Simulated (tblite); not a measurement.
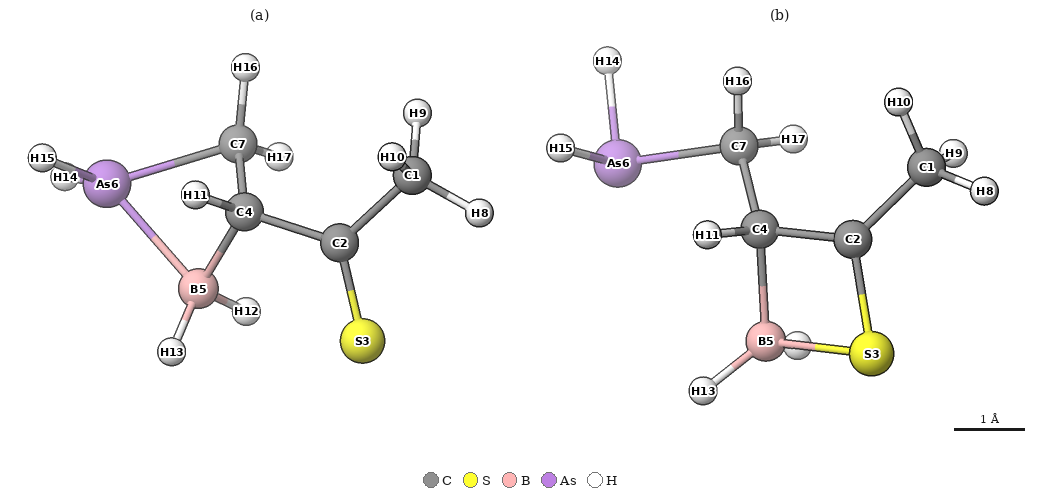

The structure of C4H10AsBS before (left) and after (right) a relaxation, at one scale.

Style: ball-and-stick. Shown at a tilt.

Level of theory: GFN2-xTB geometry optimisation, gas phase in tblite. 

What changed between the two?

The largest move after the best rigid fit is that of H14, 1.79 Å. By element the largest moves are H 1.79 Å, B 1.09 Å, As 0.62 Å, S 0.44 Å, C 0.36 Å. Some distances before and after: B5–As6 2.025 → 3.559 Å, S3–B5 2.786 → 1.979 Å, B5–C7 2.157 → 2.848 Å, C4–As6 2.402 → 2.888 Å. New bonds form: S3–B5 (2.79 → 1.98 Å). Bonds break: B5–As6 (2.03 → 3.56 Å). Bond angles that change, for instance: B5–C4–C7 88.2° → 125.1°, H14–As6–H15 117.4° → 88.5°, C4–C7–As6 86.4° → 110.2°. Groups turn about C1–C2 by about 30°. After 134 geometry steps the energy has fallen by 355.8 kJ/mol. The run took 1.1 s on 1 thread of Arm Neoverse V1, on a shared host.
